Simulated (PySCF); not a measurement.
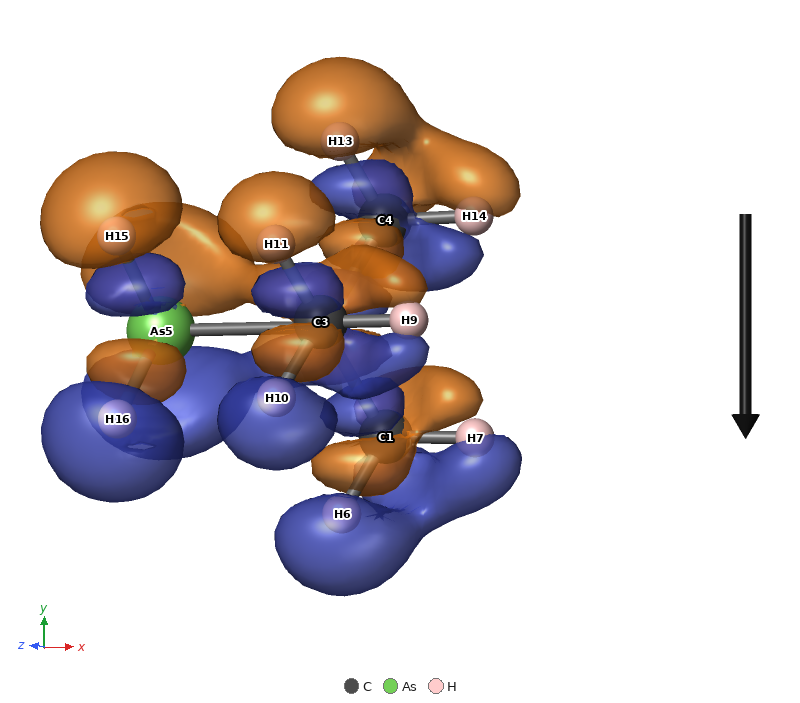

Figure 1: C₄H₁₁As, SMILES `CC(C)(C)[AsH2]`. Change of the electron density in a uniform field of 0.41 V/Å along −y (arrow), surfaces at ±0.003 e/Å³ (orange: gain, blue: loss).

Computed with PySCF, LDA (SVWN)/def2-SVP, geometry: GFN2-xTB. No frequency check shows the geometry to be a minimum. A basis without diffuse functions makes polarisabilities too small. GFN2-xTB bond lengths at metals and heavier atoms can be off by up to 0.1 Å and shapes distorted, which carries into these values.

How large is the response?

The induced dipole is 1.43 D (along the field); α along this axis, from the fields in both directions, is 70 bohr³ (10.4 Å³).

Which atoms gain and lose the most charge?

Electrons gather most on H15 (Hirshfeld charge changes by −0.018 e) and leave H16 most (+0.018 e); 0.135 electrons are displaced in all.
